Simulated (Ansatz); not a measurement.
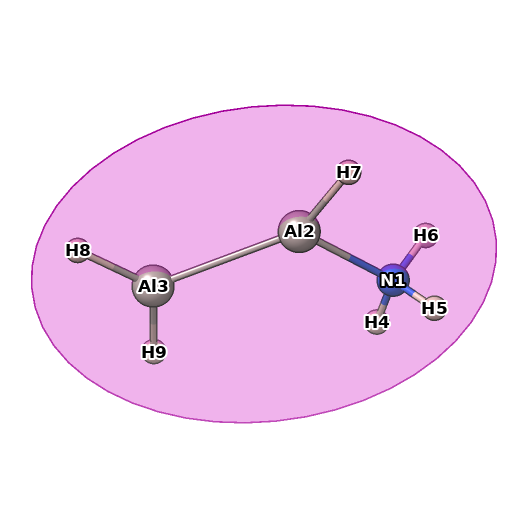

A disc through the centre of mass is drawn in. Distant atoms are faded towards the background colour. Charge +1, singlet. Computed geometry: PBE0-D4/def2-TZVP optimisation. No frequency run is at hand to confirm it as a minimum.

**Is the plane of the disc a mirror plane of the structure?**

Yes. The reflection leaves N1, Al2, Al3, H4, H7, H8, H9 in place and moves H5 ↔ H6. The point group is Cs.
